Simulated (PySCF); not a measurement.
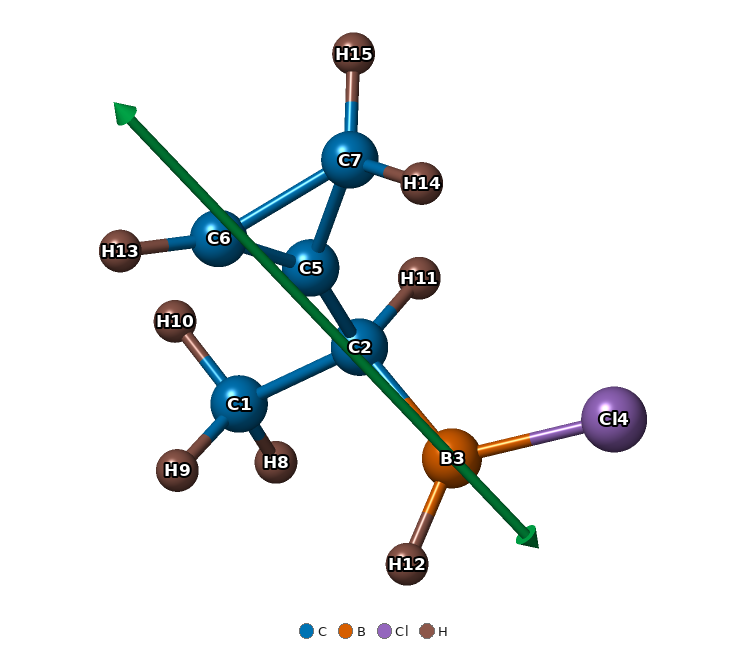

The double arrow shows the direction of the transition dipole to excited singlet state 1 (its length means nothing). The computed structure is the end point of a GFN2-xTB optimisation. No frequency run is at hand to confirm it as a minimum. Level of theory: TDDFT B3LYP/def2-SVPD, vertical, gas phase, core orbitals frozen in the response (PySCF 2.14.0).

Question. Give its energy, strength and character.

Answer. 4.34 eV (286 nm), oscillator strength 0.094, mainly HOMO → LUMO (weight 0.96); transition dipole 2.39 D.

The geometry is semi-empirical. Around B such bond lengths and angles can be off by a tenth of an ångström or more and by several degrees, and values that hang on the shape move with them.
